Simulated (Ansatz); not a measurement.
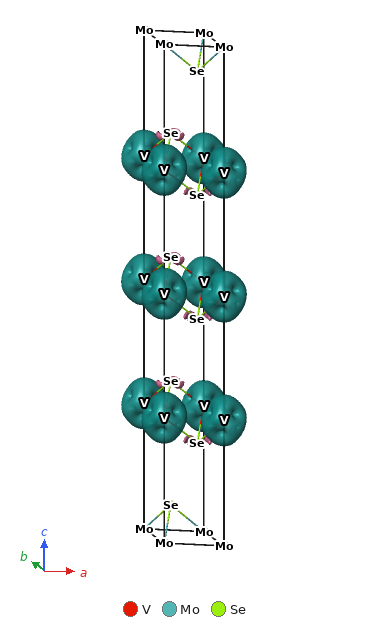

V$_{3}$MoSe$_{8}$. Isosurfaces of the magnetisation density (up minus down) at +0.015 (teal) and −0.015 e/Å³ (pink), seen slightly off an axis. Sticks mark near contacts.

Space group P-3m1; a structure generated by program, which may or may not match a known phase; spin-polarised.

Method: DFT PBE, scalar-relativistic, plane waves, PAW (Ansatz 0.2.0).

The density is the valence pseudo-density of a PAW calculation; it isn't the true density close to the nuclei.

```
V Mo Se
1.0
     3.33417    0.00000    0.00000
    -1.66708    2.88748    0.00000
     0.00000    0.00000   28.26626
V Mo Se
3 1 8
Cartesian
  0.0000 0.0000 21.1565
  0.0000 0.0000 7.1098
  0.0000 0.0000 14.1331
  0.0000 0.0000 0.0000
  1.6671 0.9625 26.5711
  1.6671 0.9625 5.5300
  1.6671 0.9625 12.5536
  1.6671 0.9625 19.5775
  0.0000 1.9250 22.7363
  0.0000 1.9250 1.6951
  0.0000 1.9250 8.6888
  0.0000 1.9250 15.7127
```

### Describe the spin distribution.

The spin density sits on V: +0.6 μB (×3) in one cell of 12 atoms: parallel main moments (a ferromagnetic arrangement) in this solution. The cell of the calculation (12 atoms) carries 1.9 μB of net spin moment.
